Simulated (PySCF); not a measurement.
SMILES [F][Mg][SiH3] (H3FMgSi) at its PBE0/def2-SVP optimised geometry (Å):

```
6

Mg     0.6821    -0.3493     0.0000
F      2.4450    -0.3335    -0.0015
Si    -1.8740    -0.3493     0.0000
H     -2.4338     1.0430     0.0000
H     -2.4450    -1.0430     1.2016
H     -2.4396    -1.0403    -1.2058
```

Level of theory: PySCF with PBE0/def2-TZVP. Cells within 0.4 Å of a nucleus heavier than hydrogen are left out (blank, or x).

Map of the log10 of the electron density (e/bohr³), floored at −4 on the plane z = 0.0 Å:

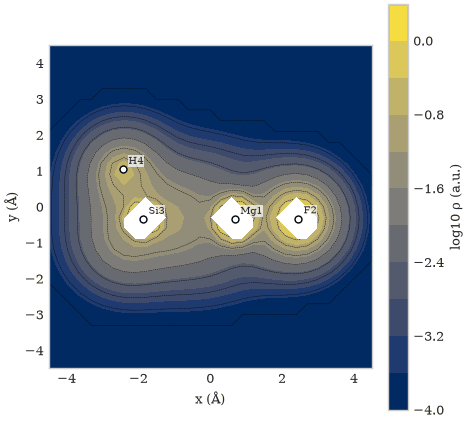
Log10 of the electron density (e/bohr³), floored at −4 on the plane z = 0.0 Å.
